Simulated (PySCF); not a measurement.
Consider C₂H₁₄OSi₅.

```yaml
atoms:
  - { symbol: C, position_ang: [3.1895, -0.0390, -0.7057] }
  - { symbol: O, position_ang: [2.2557, -0.3730, 0.2664] }
  - { symbol: Si, position_ang: [1.0340, 0.5678, 0.8288] }
  - { symbol: Si, position_ang: [0.0165, -1.0354, 2.1632] }
  - { symbol: Si, position_ang: [-1.4232, -2.2212, 0.7499] }
  - { symbol: Si, position_ang: [-1.6687, -0.9779, -1.2221] }
  - { symbol: Si, position_ang: [-0.4368, 1.0080, -0.9474] }
  - { symbol: C, position_ang: [-1.6407, 2.4007, -0.4535] }
  - { symbol: H, position_ang: [2.6967, 0.1698, -1.6597] }
  - { symbol: H, position_ang: [3.8717, -0.8806, -0.8303] }
  - { symbol: H, position_ang: [3.7626, 0.8434, -0.4099] }
  - { symbol: H, position_ang: [1.6458, 1.7673, 1.4417] }
  - { symbol: H, position_ang: [-0.7842, -0.3133, 3.1681] }
  - { symbol: H, position_ang: [0.8845, -1.8982, 2.9733] }
  - { symbol: H, position_ang: [-2.7245, -2.4942, 1.3777] }
  - { symbol: H, position_ang: [-0.9176, -3.5702, 0.4542] }
  - { symbol: H, position_ang: [-1.1954, -1.7443, -2.3852] }
  - { symbol: H, position_ang: [-3.0780, -0.7225, -1.5556] }
  - { symbol: H, position_ang: [0.1870, 1.4756, -2.2079] }
  - { symbol: H, position_ang: [-2.1843, 2.1363, 0.4493] }
  - { symbol: H, position_ang: [-2.3727, 2.5817, -1.2340] }
  - { symbol: H, position_ang: [-1.1284, 3.3384, -0.2620] }
```

Geometry: GFN2-xTB.

The calculation used PBE0/pcSseg-1, SCF density, gas phase, non-relativistic (PySCF).

> What can the converged electron density and electron localisation function tell about the bonding?

C–O (1.39 Å): ρ is about 2.1 e/Å³ halfway, with its minimum of 1.8 e/Å³ about 0.5 Å from C; the ELF peaks at about 0.90 between the atoms (a polar covalent bond).
Si–O (1.64 Å): ρ is about 1.1 e/Å³ halfway; the ELF peaks at about 0.85 between the atoms, as expected for a shared but strongly polarised pair.
Si–Si (2.32 Å): ρ is about 0.66 e/Å³ halfway; the ELF peaks at about 1 between the atoms: a shared electron pair.
C–H (1.09 Å): the density is about 2 e/Å³ at the midpoint; the ELF climbs to about 1 towards the hydrogen, as it does in any bond to H; a covalent bond by its length.

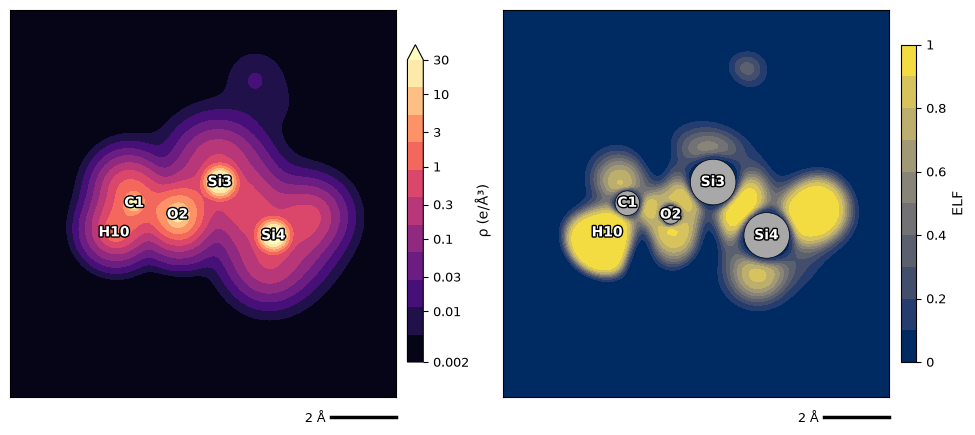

Computed electron density and electron localisation function on the plane of atoms O2, Si3 and Si4, in this order. Grey discs cover the atomic cores in the ELF map. 
